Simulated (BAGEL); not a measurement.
**CH3AlClFO (SMILES C[O][Al]([F])[Cl]): B3LYP/6-31G(d) (density fitting with qzvpp-jkfit, spherical functions)**

Aim: the energy change on altering one bond length of CH3AlClFO at B3LYP/6-31G* (density fitting with qzvpp-jkfit, spherical functions), from 2 runs. 

The results are computed with BAGEL 1.2.2.

1 further run of the same task is left out (set aside as unsound or not needed).

## Step 1: The system as given

CH3AlClFO has 8 atoms, charge 0, and is taken as a singlet. As SMILES, `C[O][Al]([F])[Cl]`. Geometry: relaxed at PBE0-D4/def2-TZVP. This is one conformer, not always the lowest.

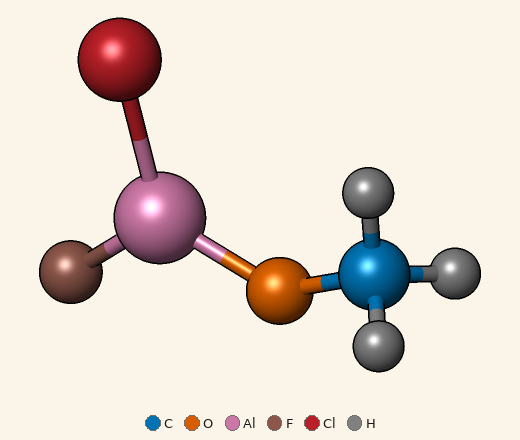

The structure, seen from a chosen angle (carbon blue, oxygen orange, aluminium pink, fluorine brown, chlorine red, hydrogen grey).

## Step 2: The energy at B3LYP/6-31G(d) (density fitting with qzvpp-jkfit, spherical functions)

input.json

```json
{ "bagel": [

{
  "title": "molecule",
  "basis": "6-31gs.json",
  "df_basis": "qzvpp-jkfit",
  "angstrom": "true",
  "geometry": [
    { "atom": "C", "xyz": [      -0.623500,      -0.334400,       1.085600 ] },
    { "atom": "O", "xyz": [       0.309000,      -0.603600,       0.074200 ] },
    { "atom": "Al", "xyz": [       0.868700,       0.181400,      -1.280700 ] },
    { "atom": "F", "xyz": [       2.009500,      -0.538900,      -2.203500 ] },
    { "atom": "Cl", "xyz": [       0.159600,       2.052200,      -1.836800 ] },
    { "atom": "H", "xyz": [      -0.125400,      -0.347400,       2.059100 ] },
    { "atom": "H", "xyz": [      -1.398200,      -1.106400,       1.087900 ] },
    { "atom": "H", "xyz": [      -1.107500,       0.640200,       0.958300 ] }
  ]
},

{ "title": "ks", "xc_func": "b3lyp" },

{ "title": "print", "file": "orbitals.molden", "orbitals": "true" }

]}
```

The basis set 6-31G* is read from a file made from the Basis Set Exchange's data (not shown).

Command:

```sh
BAGEL_NUM_THREADS=1 BAGEL input.json > input.out
```

Log:

```text
* using 1 threads per process

  ===============================================================
  ===============================================================

  *** Geometry ***

  { "atom" : "C", "xyz" : [     -1.178244,     -0.631924,      2.051487 ] },
  { "atom" : "O", "xyz" : [      0.583925,     -1.140639,      0.140218 ] },
  { "atom" : "Al", "xyz" : [      1.641605,      0.342796,     -2.420172 ] },
  { "atom" : "F", "xyz" : [      3.797405,     -1.018373,     -4.164012 ] },
  { "atom" : "Cl", "xyz" : [      0.301600,      3.878096,     -3.471049 ] },
  { "atom" : "H", "xyz" : [     -0.236972,     -0.656491,      3.891135 ] },
  { "atom" : "H", "xyz" : [     -2.642215,     -2.090793,      2.055833 ] },
  { "atom" : "H", "xyz" : [     -2.092872,      1.209803,      1.810925 ] },

  Number of auxiliary basis functions:      539

  Since a DF basis is specified, we compute 2- and 3-index integrals:
    o Being stored without compression. Storage requirement is 0.030 GB

  Number of basis functions:       84
  Number of electrons      :       56

    * METHOD: MOLECULE                             0.31

  *** Kohn-Sham DFT ***

    * Removing 14545 points whose weight is below 1.00e-10
    * Grid points: 104703

  === Nuclear Repulsion ===
   272.9131686643

       - DIIS with orbital gradients will be used.

  === KS iteration (b3lyp / 6-31gs.json) ===
      0       -883.23718300          0.11784146           0.43
      1       -791.29805629          0.19644103           0.45
      2       -791.76297689          0.25019599           0.45
      3       -897.26854825          0.09574361           0.39
      4       -912.49461209          0.08800104           0.45
      5       -898.81572191          0.10012821           0.41
      6       -917.47683763          0.02325558           0.44
      7       -917.72585747          0.00949857           0.44
      8       -917.75540586          0.00670026           0.39
      9       -917.78065783          0.00170850           0.45
     10       -917.78203339          0.00110186           0.41
     11       -917.78259408          0.00020575           0.38
     12       -917.78261675          0.00003545           0.45
     13       -917.78261736          0.00001190           0.42
     14       -917.78261743          0.00000498           0.42
     15       -917.78261744          0.00000260           0.44
     16       -917.78261744          0.00000063           0.41
     17       -917.78261744          0.00000034           0.44
     18       -917.78261744          0.00000011           0.41
     19       -917.78261744          0.00000003           0.42
     20       -917.78261744          0.00000001           0.44
    * SCF iteration converged.

    * Permanent dipole moment:
           (    0.474901,     0.051022,    -0.665130) a.u.

    * METHOD: KS                                   9.42

    * METHOD: PRINT                                0.01

  ===============================================================
```

Wall time 9.9 s (1 thread of Arm Neoverse V2, shared host); peak memory 0.45 GiB.

## Step 3: The distorted shape, same level

calc.json

```json
{ "bagel" : [

{
  "title" : "molecule",
  "basis" : "6-31gs.json",
  "df_basis" : "qzvpp-jkfit",
  "angstrom" : "true",
  "geometry" : [
    { "atom" : "C", "xyz" : [   -0.903251,   -0.253640,    1.389021 ] },
    { "atom" : "O", "xyz" : [    0.309000,   -0.603600,    0.074200 ] },
    { "atom" : "Al", "xyz" : [    0.868700,    0.181400,   -1.280700 ] },
    { "atom" : "F", "xyz" : [    2.009500,   -0.538900,   -2.203500 ] },
    { "atom" : "Cl", "xyz" : [    0.159600,    2.052200,   -1.836800 ] },
    { "atom" : "H", "xyz" : [   -0.405151,   -0.266640,    2.362521 ] },
    { "atom" : "H", "xyz" : [   -1.677951,   -1.025640,    1.391321 ] },
    { "atom" : "H", "xyz" : [   -1.387251,    0.720960,    1.261721 ] }
  ]
},
{
  "title" : "ks",
  "xc_func" : "b3lyp"
},
{
  "title" : "print",
  "file" : "orbitals.molden",
  "orbitals" : "true"
}

]}
```

The basis set 6-31G* is read from a file made from the Basis Set Exchange's data (not shown).

Command:

```sh
BAGEL_NUM_THREADS=1 BAGEL calc.json > calc.out
```

Log:

```text
* using 1 threads per process

  ===============================================================
  ===============================================================

  *** Geometry ***

  { "atom" : "C", "xyz" : [     -1.706897,     -0.479310,      2.624869 ] },
  { "atom" : "O", "xyz" : [      0.583925,     -1.140639,      0.140218 ] },
  { "atom" : "Al", "xyz" : [      1.641605,      0.342796,     -2.420172 ] },
  { "atom" : "F", "xyz" : [      3.797405,     -1.018373,     -4.164012 ] },
  { "atom" : "Cl", "xyz" : [      0.301600,      3.878096,     -3.471049 ] },
  { "atom" : "H", "xyz" : [     -0.765624,     -0.503877,      4.464518 ] },
  { "atom" : "H", "xyz" : [     -3.170868,     -1.938179,      2.629216 ] },
  { "atom" : "H", "xyz" : [     -2.621524,      1.362417,      2.384307 ] },

  Number of auxiliary basis functions:      539

  Since a DF basis is specified, we compute 2- and 3-index integrals:
    o Being stored without compression. Storage requirement is 0.030 GB

  Number of basis functions:       84
  Number of electrons      :       56

    * METHOD: MOLECULE                             0.30

  *** Kohn-Sham DFT ***

    * Removing 13814 points whose weight is below 1.00e-10
    * Grid points: 105434

  === Nuclear Repulsion ===
   263.2513846877

       - DIIS with orbital gradients will be used.

  === KS iteration (b3lyp / 6-31gs.json) ===
      0       -881.55990698          0.10866809           0.47
      1       -776.20187037          0.13940739           0.43
      2       -798.76303933          0.16680626           0.41
      3       -895.98593695          0.08240645           0.45
      4       -912.74117103          0.08132532           0.43
      5       -912.71180863          0.06234861           0.41
      6       -917.20218301          0.02981940           0.45
      7       -916.95211847          0.03631964           0.42
      8       -916.99175645          0.03718793           0.45
      9       -917.40501237          0.02094930           0.42
     10       -917.70515880          0.00623537           0.41
     11       -917.72492060          0.00235002           0.44
     12       -917.72790423          0.00067109           0.41
     13       -917.72809662          0.00031431           0.45
     14       -917.72817128          0.00003731           0.43
     15       -917.72817166          0.00002534           0.41
     16       -917.72817186          0.00001699           0.45
     17       -917.72817198          0.00000724           0.42
     18       -917.72817200          0.00000218           0.45
     19       -917.72817200          0.00000084           0.42
     20       -917.72817200          0.00000070           0.42
     21       -917.72817201          0.00000007           0.45
     22       -917.72817201          0.00000005           0.43
     23       -917.72817201          0.00000001           0.45
     24       -917.72817201          0.00000001           0.42
    * SCF iteration converged.

    * Permanent dipole moment:
           (    0.876962,     0.032757,    -1.178636) a.u.

    * METHOD: KS                                  11.30

    * METHOD: PRINT                                0.01

  ===============================================================
```

Run time: 12 s. Hardware: 1 thread of Arm Neoverse V2, shared host; peak memory 0.45 GiB.

## Step 4: What came out

Level: B3LYP/6-31G* (density fitting with qzvpp-jkfit, spherical functions).

| quantity | value |
| --- | --- |
| first shape: total energy | -917.78262 Eh |
| first shape: dipole moment | 2.08 D |
| first shape: HOMO energy | -8.26 eV |
| first shape: LUMO energy | -1.08 eV |
| first shape: HOMO–LUMO gap | 7.18 eV |
| distorted shape: total energy | -917.72817 Eh |
| distorted shape: dipole moment | 3.73 D |
| distorted shape: HOMO energy | -8.28 eV |
| distorted shape: LUMO energy | -1.64 eV |
| distorted shape: HOMO–LUMO gap | 6.65 eV |
| energy change with the C1–O2 bond stretched from 1.402 to 1.822 Å | 1.482 eV |

With the C1–O2 bond stretched from 1.402 to 1.822 Å the energy rises by 1.48 eV (34 kcal/mol). The first shape isn't relaxed at this level, so the change isn't measured from a minimum.
